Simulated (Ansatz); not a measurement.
**Run report: C2H7AlOS, nudged elastic band (part 1 of 2)**

C2H7AlOS, computed with RKS BHLYP-D4/def2-SVP (Ansatz 0.2.0).

It belongs to a series of runs on one base structure; here: band between the two ends. Figures and captions count atoms from 1; the log counts them from 0 in places.

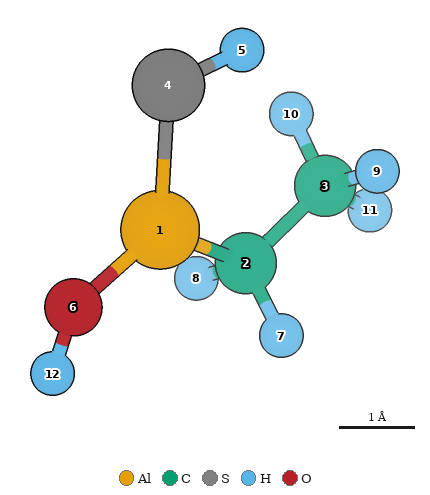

The starting structure (ball-and-stick view, seen at a tilt; atoms are numbered from 1 in the order of the input). Sticks mark near contacts.

Key numbers:

```csv
quantity,value
outcome,converged
"barrier, forward",2.229 eV
"barrier, backward",1.234 eV
hardware,"2 threads of Arm Neoverse V1, 24 GiB of memory available, shared host"
wall time,19 min (CPU time 36 min)
peak memory,0.26 GiB
```

Notes:

The order of the saddle point was not checked.

Input:
```yaml
crystal:
  periodic: [false, false, false]
  atoms:
    - { symbol: Al, position_ang: [-0.055431, 1.284099, 0.316362] }
    - { symbol: C, position_ang: [0.541518, -0.570549, 0.423667] }
    - { symbol: C, position_ang: [-0.085566, -1.549626, -0.567435] }
    - { symbol: S, position_ang: [-1.640658, 1.920104, -1.038919] }
    - { symbol: H, position_ang: [-1.836553, 0.693272, -1.546688] }
    - { symbol: O, position_ang: [0.578905, 2.542316, 1.241785] }
    - { symbol: H, position_ang: [1.634631, -0.5712, 0.316149] }
    - { symbol: H, position_ang: [0.363584, -0.910473, 1.453209] }
    - { symbol: H, position_ang: [0.108361, -1.258775, -1.604727] }
    - { symbol: H, position_ang: [-1.172436, -1.604864, -0.448933] }
    - { symbol: H, position_ang: [0.301476, -2.565868, -0.442018] }
    - { symbol: H, position_ang: [1.261972, 2.591564, 1.897546] }
basis:
  gaussian: { orbitals: def2-SVP }
hamiltonian:
  xc: { name: BHLYP }
  dispersion: d4
neb:
  order_check: false
  images: 9
  f_tol: 0.05
  max_iterations: 54
  final_atoms:
    - { symbol: Al, position_ang: [-0.5064639, 2.66123491, 0.28245683] }
    - { symbol: C, position_ang: [0.14311857, -0.53302552, -0.02411704] }
    - { symbol: C, position_ang: [-0.01420111, -1.93975916, -0.57510522] }
    - { symbol: S, position_ang: [-1.93153498, 3.08181357, -1.04549456] }
    - { symbol: H, position_ang: [-0.55256919, 0.1491559, -0.52889827] }
    - { symbol: O, position_ang: [0.66141305, 2.39465189, 1.42112774] }
    - { symbol: H, position_ang: [1.15903996, -0.15354647, -0.17737237] }
    - { symbol: H, position_ang: [-0.0687403, -0.49919736, 1.04953984] }
    - { symbol: H, position_ang: [0.19370297, -1.96804769, -1.64835696] }
    - { symbol: H, position_ang: [-1.03102936, -2.31397964, -0.42625628] }
    - { symbol: H, position_ang: [0.67103704, -2.63680496, -0.08451945] }
    - { symbol: H, position_ang: [1.27603025, 1.75750453, 1.75699372] }
  initial_path:
    images:
      - { positions_ang: [[-0.055431, 1.284099, 0.316362], [0.541518, -0.570549, 0.423667], [-0.085566, -1.549626, -0.567435], [-1.640658, 1.920104, -1.038919], [-1.836553, 0.693272, -1.546688], [0.578905, 2.542316, 1.241785], [1.634631, -0.5712, 0.316149], [0.363584, -0.910473, 1.453209], [0.108361, -1.258775, -1.604727], [-1.172436, -1.604864, -0.448933], [0.301476, -2.565868, -0.442018], [1.261972, 2.591564, 1.897546]] }
      - { positions_ang: [[-0.08190478, 1.39051078, 0.31425665], [0.46717268, -0.542636, 0.34044126], [-0.10337207, -1.59306057, -0.58393951], [-1.64073259, 1.91021602, -1.07176959], [-1.61252785, 0.64093293, -1.36477757], [0.61695861, 2.51284171, 1.29325777], [1.55349153, -0.4970529, 0.21677278], [0.29869708, -0.83373377, 1.3815584], [0.07780133, -1.34880893, -1.62934441], [-1.17971158, -1.69087949, -0.44892537], [0.33385587, -2.56609765, -0.40792863], [1.27007476, 2.61776788, 1.96039622]] }
      - { positions_ang: [[-0.10837856, 1.49692256, 0.31215131], [0.39282736, -0.51472301, 0.25721552], [-0.12117813, -1.63649514, -0.60044402], [-1.64080717, 1.90032804, -1.10462018], [-1.38850271, 0.58859387, -1.18286715], [0.65501223, 2.48336742, 1.34473054], [1.47235207, -0.4229058, 0.11739657], [0.23381017, -0.75699454, 1.30990779], [0.04724166, -1.43884286, -1.65396182], [-1.18698717, -1.77689498, -0.44891774], [0.36623574, -2.5663273, -0.37383927], [1.27817751, 2.64397175, 2.02324644]] }
      - { positions_ang: [[-0.13485234, 1.60333434, 0.31004596], [0.31848204, -0.48681001, 0.17398978], [-0.1389842, -1.67992971, -0.61694853], [-1.64088176, 1.89044006, -1.13747076], [-1.16447756, 0.5362548, -1.00095672], [0.69306584, 2.45389312, 1.39620332], [1.3912126, -0.3487587, 0.01802035], [0.16892325, -0.68025532, 1.23825719], [0.01668199, -1.52887679, -1.67857923], [-1.19426275, -1.86291047, -0.44891011], [0.39861561, -2.56655695, -0.3397499], [1.28628027, 2.67017563, 2.08609666]] }
      - { positions_ang: [[-0.16132611, 1.70974612, 0.30794062], [0.24413672, -0.45889701, 0.09076405], [-0.15679027, -1.72336428, -0.63345304], [-1.64095634, 1.88055208, -1.17032135], [-0.94045241, 0.48391574, -0.8190463], [0.73111946, 2.42441883, 1.44767609], [1.31007314, -0.2746116, -0.08135586], [0.10403633, -0.60351609, 1.16660658], [-0.01387768, -1.61891072, -1.70319664], [-1.20153834, -1.94892597, -0.44890248], [0.43099548, -2.56678661, -0.30566054], [1.29438303, 2.69637951, 2.14894688]] }
      - { positions_ang: [[-0.18779989, 1.8161579, 0.30583527], [0.1697914, -0.43098402, 0.00753831], [-0.17459633, -1.76679885, -0.64995755], [-1.64103093, 1.87066411, -1.20317194], [-0.71642726, 0.43157667, -0.63713587], [0.76917307, 2.39494454, 1.49914886], [1.22893367, -0.20046451, -0.18073208], [0.03914942, -0.52677686, 1.09495598], [-0.04443735, -1.70894465, -1.72781405], [-1.20881392, -2.03494146, -0.44889485], [0.46337535, -2.56701626, -0.27157117], [1.30248578, 2.72258338, 2.2117971]] }
      - { positions_ang: [[-0.25153269, 1.9851733, 0.30115958], [0.16445683, -0.45139232, 0.00120724], [-0.14251729, -1.80139091, -0.63498709], [-1.69913174, 2.112894, -1.17163646], [-0.68365565, 0.37509252, -0.61548835], [0.74762107, 2.39488601, 1.48354464], [1.21495493, -0.1910809, -0.18006014], [0.01757147, -0.52126096, 1.08587275], [0.00319071, -1.76076526, -1.71192263], [-1.17325701, -2.09074909, -0.44436714], [0.50490769, -2.580974, -0.23416083], [1.29719468, 2.52956761, 2.12083642]] }
      - { positions_ang: [[-0.31526549, 2.15418871, 0.29648389], [0.15912227, -0.47180062, -0.00512383], [-0.11043824, -1.83598297, -0.62001662], [-1.75723255, 2.35512389, -1.14010099], [-0.65088403, 0.31860836, -0.59384083], [0.72606906, 2.39482748, 1.46794041], [1.20097618, -0.18169729, -0.17938819], [-0.00400647, -0.51574506, 1.07678952], [0.05081878, -1.81258587, -1.69603121], [-1.1377001, -2.14655673, -0.43983942], [0.54644003, -2.59493174, -0.19675048], [1.29190357, 2.33655184, 2.02987575]] }
      - { positions_ang: [[-0.3789983, 2.32320411, 0.29180821], [0.1537877, -0.49220892, -0.0114549], [-0.0783592, -1.87057504, -0.60504615], [-1.81533336, 2.59735378, -1.10856551], [-0.61811242, 0.26212421, -0.57219331], [0.70451706, 2.39476895, 1.45233619], [1.18699744, -0.17231369, -0.17871625], [-0.02558441, -0.51022916, 1.06770629], [0.09844684, -1.86440647, -1.68013979], [-1.10214319, -2.20236437, -0.43531171], [0.58797236, -2.60888948, -0.15934014], [1.28661246, 2.14353607, 1.93891507]] }
      - { positions_ang: [[-0.4427311, 2.49221951, 0.28713252], [0.14845314, -0.51261722, -0.01778597], [-0.04628015, -1.9051671, -0.59007569], [-1.87343417, 2.83958368, -1.07703004], [-0.58534081, 0.20564006, -0.55054579], [0.68296506, 2.39471042, 1.43673197], [1.1730187, -0.16293008, -0.17804431], [-0.04716236, -0.50471326, 1.05862307], [0.14607491, -1.91622708, -1.66424837], [-1.06658627, -2.258172, -0.430784], [0.6295047, -2.62284722, -0.1219298], [1.28132135, 1.9505203, 1.8479544]] }
      - { positions_ang: [[-0.5064639, 2.66123491, 0.28245683], [0.14311857, -0.53302552, -0.02411704], [-0.01420111, -1.93975916, -0.57510522], [-1.93153498, 3.08181357, -1.04549456], [-0.55256919, 0.1491559, -0.52889827], [0.66141305, 2.39465189, 1.42112774], [1.15903996, -0.15354647, -0.17737237], [-0.0687403, -0.49919736, 1.04953984], [0.19370297, -1.96804769, -1.64835696], [-1.03102936, -2.31397964, -0.42625628], [0.67103704, -2.63680496, -0.08451945], [1.27603025, 1.75750453, 1.75699372]] }
```

Run as:
```bash
ansatz run input.yaml --threads 2 --pin off --max-ram 3072MiB --backend cpu --events-out ev --progress --plain --runs-dir out
```

The program's output:
```
Engine: ansatz 0.2.0, aarch64-unknown-linux-gnu
Functional definition: BHLYP
  parameter a = 0.5
  exchange = (1 - a)*b88_x + a*exact_x
  correlation = lyp_c
1191 factors; integrals over basis functions are off by at most 4.1e-4 eV
mean field evaluation 1: about -21651.8054 eV, gradient 6.0e1 eV
mean field evaluation 2: about -21650.9452 eV, gradient 6.5e1 eV
mean field evaluation 4: about -21659.3277 eV, gradient 2.2e0 eV
mean field evaluation 8: about -21659.3818 eV, gradient 1.1e-1 eV
mean field evaluation 16: about -21659.3818 eV, gradient 2.3e-5 eV
mean field -21659.38183211 eV, -795.9676010736 hartree, gradient 2.3e-5 eV, S^2 0.000000; 0 other end points of the search recorded, 0 dependent functions left out
the calculation of the forces begins
reference -21659.38200620 eV, -795.9676074716 hartree; 28, 28 occupied and 85, 85 virtual orbitals, 1191 factors
1192 factors; integrals over basis functions are off by at most 9.0e-4 eV
mean field evaluation 32: about -21658.4218 eV, gradient 4.9e-5 eV
mean field -21658.42175296 eV, -795.9323188157 hartree, gradient 4.9e-5 eV, S^2 0.000000; 0 other end points of the search recorded, 0 dependent functions left out
[... from here on the field's lines of each further geometry are left out, up to the last ...]
NEB iter   1: max|band force component| = 1.088e1 eV/Å  barrier→ = 2.5436 eV  barrier← = 1.5494 eV  Δτ_max = 0.2000 Å  (303 SCF iters)
NEB iter   2: max|band force component| = 1.176e0 eV/Å  barrier→ = 2.1478 eV  barrier← = 1.1536 eV  Δτ_max = 0.2000 Å  (278 SCF iters)
NEB iter   3: max|band force component| = 1.634e0 eV/Å  barrier→ = 2.0531 eV  barrier← = 1.0589 eV  Δτ_max = 0.0702 Å  (286 SCF iters)
NEB iter   4: max|band force component| = 1.279e0 eV/Å  barrier→ = 2.0590 eV  barrier← = 1.0648 eV  CI = image 4  Δτ_max = 0.1013 Å  (295 SCF iters)
NEB iter   5: max|band force component| = 7.385e-1 eV/Å  barrier→ = 2.2229 eV  barrier← = 1.2287 eV  CI = image 4  Δτ_max = 0.1504 Å  (281 SCF iters)
NEB iter   6: max|band force component| = 5.703e-1 eV/Å  barrier→ = 2.2872 eV  barrier← = 1.2929 eV  CI = image 4  Δτ_max = 0.0476 Å  (284 SCF iters)
NEB iter   7: max|band force component| = 2.030e-1 eV/Å  barrier→ = 2.2883 eV  barrier← = 1.2941 eV  CI = image 4  Δτ_max = 0.0123 Å  (270 SCF iters)
NEB iter   8: max|band force component| = 1.609e-1 eV/Å  barrier→ = 2.2879 eV  barrier← = 1.2936 eV  CI = image 4  Δτ_max = 0.1580 Å  (228 SCF iters)
NEB iter   9: max|band force component| = 4.859e-1 eV/Å  barrier→ = 2.2878 eV  barrier← = 1.2935 eV  CI = image 4  Δτ_max = 0.0444 Å  (257 SCF iters)
NEB iter  10: max|band force component| = 2.193e-1 eV/Å  barrier→ = 2.2877 eV  barrier← = 1.2934 eV  CI = image 4  Δτ_max = 0.0814 Å  (268 SCF iters)
NEB iter  11: max|band force component| = 1.765e-1 eV/Å  barrier→ = 2.2875 eV  barrier← = 1.2933 eV  CI = image 4  Δτ_max = 0.0806 Å  (265 SCF iters)
NEB iter  12: max|band force component| = 3.772e-1 eV/Å  barrier→ = 2.2872 eV  barrier← = 1.2930 eV  CI = image 4  Δτ_max = 0.0409 Å  (254 SCF iters)
NEB iter  13: max|band force component| = 1.889e-1 eV/Å  barrier→ = 2.2869 eV  barrier← = 1.2927 eV  CI = image 4  Δτ_max = 0.0411 Å  (270 SCF iters)
NEB iter  14: max|band force component| = 8.574e-2 eV/Å  barrier→ = 2.2864 eV  barrier← = 1.2922 eV  CI = image 4  Δτ_max = 0.0550 Å  (268 SCF iters)
NEB iter  15: max|band force component| = 6.748e-2 eV/Å  barrier→ = 2.2860 eV  barrier← = 1.2918 eV  CI = image 4  Δτ_max = 0.0253 Å  (255 SCF iters)
NEB iter  16: max|band force component| = 4.826e-2 eV/Å  barrier→ = 2.2855 eV  barrier← = 1.2913 eV  CI = image 4  Δτ_max = 0.0091 Å  (252 SCF iters)
NEB iter  17: max|band force component| = 4.826e-2 eV/Å  barrier→ = 2.2850 eV  barrier← = 1.2908 eV  CI = image 4  Δτ_max = 0.0099 Å  (25 SCF iters)
NEB iter  18: max|band force component| = 8.215e-2 eV/Å  barrier→ = 2.2844 eV  barrier← = 1.2902 eV  CI = image 4  Δτ_max = 0.0371 Å  (25 SCF iters)
NEB iter  19: max|band force component| = 5.338e-2 eV/Å  barrier→ = 2.2836 eV  barrier← = 1.2894 eV  CI = image 4  Δτ_max = 0.0167 Å  (282 SCF iters)
NEB iter  20: max|band force component| = 5.756e-2 eV/Å  barrier→ = 2.2827 eV  barrier← = 1.2885 eV  CI = image 4  Δτ_max = 0.0246 Å  (283 SCF iters)
NEB iter  21: max|band force component| = 6.332e-2 eV/Å  barrier→ = 2.2814 eV  barrier← = 1.2872 eV  CI = image 4  Δτ_max = 0.0300 Å  (281 SCF iters)
NEB iter  22: max|band force component| = 7.077e-2 eV/Å  barrier→ = 2.2795 eV  barrier← = 1.2853 eV  CI = image 4  Δτ_max = 0.0395 Å  (281 SCF iters)
NEB iter  23: max|band force component| = 7.909e-2 eV/Å  barrier→ = 2.2769 eV  barrier← = 1.2827 eV  CI = image 4  Δτ_max = 0.0678 Å  (281 SCF iters)
NEB iter  24: max|band force component| = 9.362e-2 eV/Å  barrier→ = 2.2742 eV  barrier← = 1.2800 eV  CI = image 4  Δτ_max = 0.0341 Å  (279 SCF iters)
NEB iter  25: max|band force component| = 9.374e-2 eV/Å  barrier→ = 2.2712 eV  barrier← = 1.2770 eV  CI = image 4  Δτ_max = 0.0343 Å  (273 SCF iters)
NEB iter  26: max|band force component| = 9.935e-2 eV/Å  barrier→ = 2.2681 eV  barrier← = 1.2739 eV  CI = image 4  Δτ_max = 0.0338 Å  (273 SCF iters)
NEB iter  27: max|band force component| = 1.079e-1 eV/Å  barrier→ = 2.2646 eV  barrier← = 1.2704 eV  CI = image 4  Δτ_max = 0.0343 Å  (274 SCF iters)
NEB iter  28: max|band force component| = 1.076e-1 eV/Å  barrier→ = 2.2602 eV  barrier← = 1.2660 eV  CI = image 4  Δτ_max = 0.0683 Å  (272 SCF iters)
NEB iter  29: max|band force component| = 1.568e-1 eV/Å  barrier→ = 2.2544 eV  barrier← = 1.2602 eV  CI = image 4  Δτ_max = 0.0342 Å  (269 SCF iters)
NEB iter  30: max|band force component| = 1.091e-1 eV/Å  barrier→ = 2.2485 eV  barrier← = 1.2543 eV  CI = image 4  Δτ_max = 0.0686 Å  (270 SCF iters)
NEB iter  31: max|band force component| = 1.562e-1 eV/Å  barrier→ = 2.2396 eV  barrier← = 1.2454 eV  CI = image 4  Δτ_max = 0.0342 Å  (276 SCF iters)
NEB iter  32: max|band force component| = 2.576e-1 eV/Å  barrier→ = 2.2350 eV  barrier← = 1.2408 eV  CI = image 4  Δτ_max = 0.0171 Å  (281 SCF iters)
NEB iter  33: max|band force component| = 1.431e-1 eV/Å  barrier→ = 2.2330 eV  barrier← = 1.2388 eV  CI = image 4  Δτ_max = 0.0341 Å  (258 SCF iters)
NEB iter  34: max|band force component| = 1.456e-1 eV/Å  barrier→ = 2.2305 eV  barrier← = 1.2363 eV  CI = image 4  Δτ_max = 0.0686 Å  (267 SCF iters)
NEB iter  35: max|band force component| = 1.653e-1 eV/Å  barrier→ = 2.2293 eV  barrier← = 1.2351 eV  CI = image 4  Δτ_max = 0.1367 Å  (257 SCF iters)
NEB iter  36: max|band force component| = 1.785e-1 eV/Å  barrier→ = 2.2288 eV  barrier← = 1.2346 eV  CI = image 4  Δτ_max = 0.0686 Å  (238 SCF iters)
NEB iter  37: max|band force component| = 9.948e-2 eV/Å  barrier→ = 2.2287 eV  barrier← = 1.2345 eV  CI = image 4  Δτ_max = 0.0689 Å  (232 SCF iters)
NEB iter  38: max|band force component| = 1.816e-1 eV/Å  barrier→ = 2.2286 eV  barrier← = 1.2344 eV  CI = image 4  Δτ_max = 0.0341 Å  (235 SCF iters)
NEB iter  39: max|band force component| = 9.685e-2 eV/Å  barrier→ = 2.2286 eV  barrier← = 1.2344 eV  CI = image 4  Δτ_max = 0.0688 Å  (221 SCF iters)
```
